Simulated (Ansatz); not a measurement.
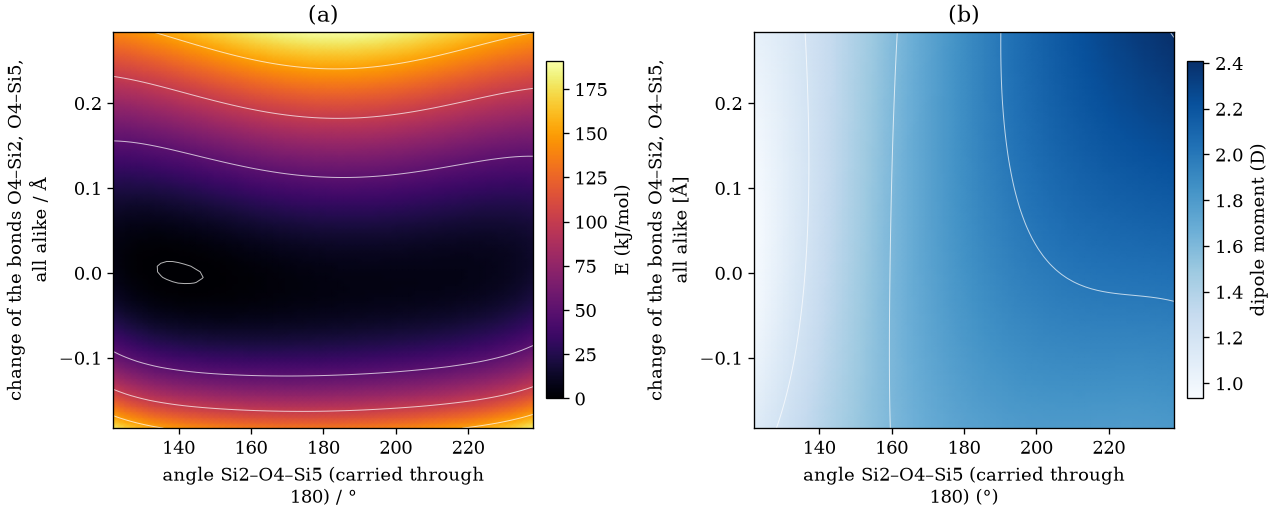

ClFH₄OSi₂, SMILES F[SiH](Cl)O[SiH3]. 
- Coordinates scanned: (1) angle Si2–O4–Si5 (carried through 180); (2) change of the bonds O4–Si2, O4–Si5, all alike.
- Nothing is relaxed (all other coordinates rigid).
- The scan uses a 13 × 13 grid.
- Points are written as (first, second).
- All energies are given in kJ/mol relative to the lowest grid point.
- Method: RKS PBE-D4/def2-SVP in Ansatz.

Panel (a) is the energy; panel (b) is the computed dipole moment, in D.

Drawn: a smooth colour map with a few white contour lines. Between grid points the surface is interpolated.

Question: How does the dipole moment vary over the map, and what is it at the lowest grid point?

Answer: Leaving out the highest fifth of the energies, it runs from 0.93 D at (122.0°, 0.050 Å) to 2.37 D at (238.0°, 0.245 Å). At the lowest grid point, (141.3°, 0.011 Å), it is 1.29 D.

```tsv
second ↓, first →	122.0	131.7	141.3	151.0	160.7	170.3	180.0	189.7	199.3	209.0	218.7	228.3	238.0
0.284	1.05	1.14	1.28	1.43	1.59	1.74	1.87	1.99	2.10	2.19	2.27	2.34	2.41
0.245	1.02	1.13	1.28	1.43	1.59	1.74	1.88	1.99	2.09	2.18	2.25	2.31	2.37
0.206	0.99	1.12	1.27	1.44	1.60	1.75	1.88	1.99	2.08	2.16	2.23	2.28	2.32
0.167	0.97	1.11	1.27	1.44	1.60	1.75	1.88	1.98	2.07	2.14	2.20	2.24	2.27
0.128	0.95	1.10	1.28	1.45	1.61	1.75	1.87	1.97	2.05	2.12	2.16	2.20	2.22
0.089	0.94	1.10	1.28	1.45	1.61	1.75	1.87	1.96	2.03	2.09	2.12	2.15	2.17
0.050	0.93	1.10	1.29	1.46	1.61	1.75	1.86	1.94	2.01	2.05	2.08	2.10	2.12
0.011	0.94	1.11	1.29	1.47	1.62	1.74	1.85	1.92	1.98	2.02	2.04	2.05	2.06
−0.028	0.95	1.13	1.31	1.47	1.62	1.74	1.83	1.90	1.95	1.98	1.99	2.00	2.01
−0.067	0.98	1.15	1.32	1.48	1.62	1.73	1.81	1.88	1.92	1.94	1.94	1.95	1.95
−0.106	1.02	1.18	1.34	1.49	1.62	1.72	1.79	1.85	1.88	1.89	1.90	1.89	1.90
−0.145	1.06	1.21	1.36	1.50	1.61	1.70	1.77	1.81	1.84	1.85	1.84	1.84	1.85
−0.183	1.11	1.25	1.39	1.51	1.61	1.69	1.74	1.78	1.80	1.80	1.80	1.79	1.81
```
